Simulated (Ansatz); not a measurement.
# SiH3Br (SMILES [SiH3]Br): CCSD(T)/def2-TZVP

Aim: the electronic atomisation energy of SiH3Br at CCSD(T)/def2-TZVP, from 4 runs. 

Program for the calculation: Ansatz 0.2.0.

54 further runs of the same task are left out: 1 that didn't finish, 53 set aside as unsound or not needed.

## Step 1: The molecule

SiH3Br: 5 atoms, total charge 0, spin state singlet. As SMILES, `[SiH3]Br`. The coordinates come from a PBE0-D4/def2-TZVP relaxation.

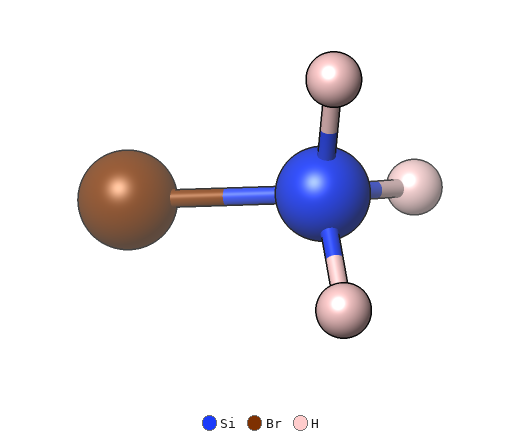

The structure, seen from a chosen angle (silicon blue, bromine brown, hydrogen pink).

## Step 2: A single-point energy at CCSD(T)/def2-TZVP

Contents of in.yaml:

```yaml
crystal:
  periodic: [false, false, false]
  atoms:
    - {symbol: Si, position_ang: [-0.147420, 0.056100, -0.043220]}
    - {symbol: Br, position_ang: [1.853020, -0.705130, 0.543250]}
    - {symbol: H, position_ang: [-1.064550, -0.105170, 1.107850]}
    - {symbol: H, position_ang: [-0.625550, -0.731350, -1.202270]}
    - {symbol: H, position_ang: [-0.015510, 1.485560, -0.405610]}
basis:
  gaussian: {orbitals: def2-TZVP}
correlation: {method: ccsd_t, frozen_orbitals: {Br: 9, H: 0, Si: 5}}
accuracy: high
scf: {omitted_lower_state_checks: [cluster_reference, increment]}
```

Launch:

```console
$ ansatz run in.yaml --threads 1 --pin off --max-ram 3480MiB --events-out events.jsonl --progress --plain --runs-dir runs
```

What it wrote, cut to the lines that bear on the results:

```text
Warning: RAYON_NUM_THREADS=1 ignored (pool sized by the plan → 1); use --threads N
Functional definition: HF
  name "HF"
[...]
1659 factors; integrals over basis functions are off by at most 4.6e-9 eV
[...]
mean field -77910.24982540 eV, -2863.1488716194 hartree, gradient 7.1e-8 eV, S^2 0.000000; 0 other end points of the search recorded, 0 dependent functions left out
14 core orbitals not correlated: weight in the atoms' cores, before any rotation towards them, 1.000 or more for the frozen orbitals, at most 0.000 for the correlated occupied ones
reference -77910.24982540 eV, -2863.1488716194 hartree; 12, 12 occupied and 77, 77 virtual orbitals, 1659 factors
second order -10.76404163 eV of doubles, -0.00000000 eV of singles
cycle   1  -11.19800677 eV  change   -4.3e-1 eV  update   6.7e-2
[...]
cycle  18  -11.53975461 eV  change   2.5e-10 eV  update   1.7e-9
perturbative correction -0.36183937 eV, -0.0132973514 hartree
Total energy: -77922.15141937 eV, -2863.5862471308 hartree
Checks for a lower state left out: cluster_reference, increment
```

Wall time 9.9 s (1 thread of Arm Neoverse V2, shared host); peak memory 0.49 GiB.

## Step 3: The Br atom

Contents of run.yaml:

```yaml
crystal:
  periodic: [false, false, false]
  atoms:
    - {symbol: Br, position_ang: [0.000000, 0.000000, 0.000000]}
basis:
  gaussian:
    orbitals: def2-TZVP
total_charge: 0
magnetization:
  spin_polarized: true
  initial_magnetization: 1
correlation:
  method: ccsd_t
  frozen_orbitals: {Br: 9}
accuracy: high
scf:
  omitted_lower_state_checks: [cluster_reference, increment]
```

Run the same way, it converges to -2572.66165 Eh (log not shown).

## Step 4: The H atom: the energy at UHF/def2-TZVP

Contents of molecule.yaml:

```yaml
crystal:
  periodic: [false, false, false]
  atoms:
    - {symbol: H, position_ang: [0.000000, 0.000000, 0.000000]}
basis:
  gaussian: {orbitals: def2-TZVP}
magnetization: {spin_polarized: true, initial_magnetization: 1}
hamiltonian: {xc: hf}
accuracy: high
```

Launch:

```console
$ ansatz run molecule.yaml --threads 1 --pin off --max-ram 3480MiB --events-out events.jsonl --progress --plain --runs-dir runs
```

What it wrote:

```text
Warning: RAYON_NUM_THREADS=1 ignored (pool sized by the plan → 1); use --threads N
Functional definition: HF
  name "HF"
  exchange = exact_x
  correlation = 0
21 factors; integrals over basis functions are off by at most 4.9e-8 eV
mean field evaluation 1: about -13.5531 eV, gradient 1.7e0 eV
mean field evaluation 2: about -13.5531 eV, gradient 1.7e0 eV
mean field evaluation 4: about -13.6007 eV, gradient 2.9e-3 eV
mean field evaluation 8: about -13.6005 eV, gradient 1.7e-11 eV
mean field -13.60051839 eV, -0.4998098322 hartree, gradient 6.6e-10 eV, S^2 0.750000; 0 other end points of the search recorded, 0 dependent functions left out
reference -13.60051839 eV, -0.4998098322 hartree; 1, 0 occupied and 5, 6 virtual orbitals, 21 factors
Total energy: -13.60051839 eV, -0.4998098322 hartree
```

It took 0.04 s on 1 thread of Arm Neoverse V2, shared host.

## Step 5: The Si atom

Contents of job.yaml:

```yaml
crystal:
  periodic: [false, false, false]
  atoms:
    - {symbol: Si, position_ang: [0.000000, 0.000000, 0.000000]}
basis:
  gaussian:
    orbitals: def2-TZVP
accuracy: high
scf:
  omitted_lower_state_checks: [cluster_reference, increment]
correlation:
  method: ccsd_t
  frozen_orbitals: {Si: 5}
magnetization:
  spin_polarized: true
  initial_magnetization: 2
```

Run the same way, it converges to -288.92674 Eh (log not shown).

## Step 6: Outcome

At CCSD(T)/def2-TZVP, 14 core orbitals frozen:

```
                                              quantity           value
                                molecule: total energy  -2863.58625 Eh
molecule: correlation energy (14 core orbitals frozen)      -437.4 mEh
                              molecule: (T) correction      -13.30 mEh
                               molecule: T1 diagnostic           0.008
                                 Br atom: total energy  -2572.66165 Eh
  Br atom: correlation energy (9 core orbitals frozen)      -263.5 mEh
                               Br atom: (T) correction       -6.79 mEh
            Br atom: ⟨S²⟩ of the reference determinant           0.759
                                Br atom: T1 diagnostic           0.005
                                  H atom: total energy     -0.49981 Eh
                                          H atom: ⟨S²⟩           0.750
                                 Si atom: total energy   -288.92674 Eh
  Si atom: correlation energy (5 core orbitals frozen)       -76.0 mEh
                               Si atom: (T) correction       -2.42 mEh
            Si atom: ⟨S²⟩ of the reference determinant           2.015
                                Si atom: T1 diagnostic           0.012
                         electronic atomisation energy       13.563 eV
```

Taking the molecule apart into free atoms costs 13.56 eV (1309 kJ/mol), before zero-point energy and without spin-orbit coupling. The triples (molecule) make up 3.0 % of the correlation energy. The triples (Br atom) make up 2.6 % of the correlation energy. The triples (Si atom) make up 3.2 % of the correlation energy.
